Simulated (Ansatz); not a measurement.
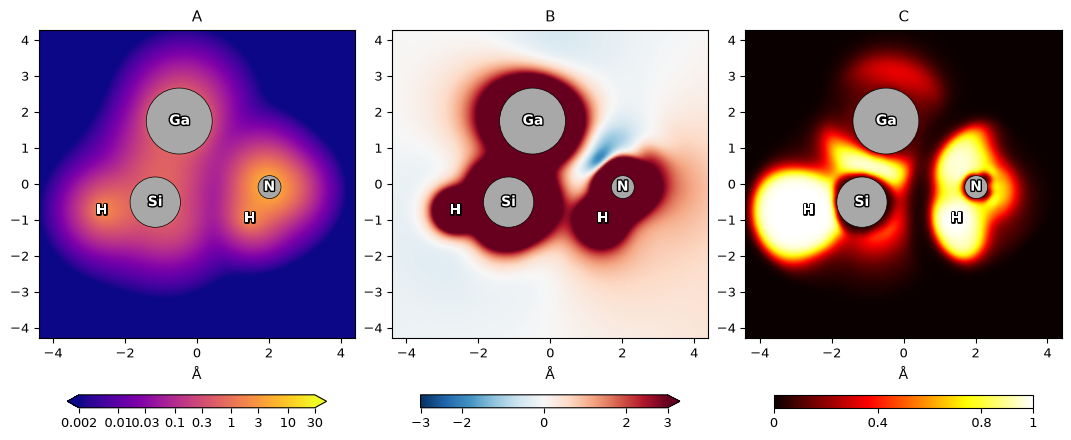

GaH₅Si···NH₃: 3 fields on the plane of atoms Ga1, Si7 and H10, with unlabelled colour scales. Grey discs cover the atomic cores.

Not at a stationary point (largest force 0.9 eV/Å).

Computed with Ansatz 0.2.0, RKS PBE0-D4/def2-SVP.

```xyz
11

Ga    0.0987    0.5043   -0.4952
N    -0.2641    0.0959    2.5663
H    -1.1005   -0.3689    2.9130
H     0.5321   -0.2440    3.1015
H     1.5370   -0.1056   -0.6971
H    -1.1382   -0.2856   -1.0677
Si   -0.1874    2.5877    0.5541
H    -1.5047    2.6557    1.2734
H     0.8679    2.8203    1.5983
H    -0.1452    3.7818   -0.3548
H    -0.3640    1.1081    2.7670
```

Which field does each panel show? The fields are: electron density, electron localisation function and electrostatic potential.

Panel A: electron density. Panel B: electrostatic potential (strongly positive close to the atoms, with negative regions outside electron-rich atoms). Panel C: electron localisation function. From the grid: Ga1···N2 (3.11 Å): the density falls to about 0.08 e/Å³ on the way; the ELF dips to about 0.05 between them. Ga–Si (2.35 Å): ρ is about 0.59 e/Å³ halfway; the ELF peaks at about 0.95 between the atoms, as expected for a shared electron pair.
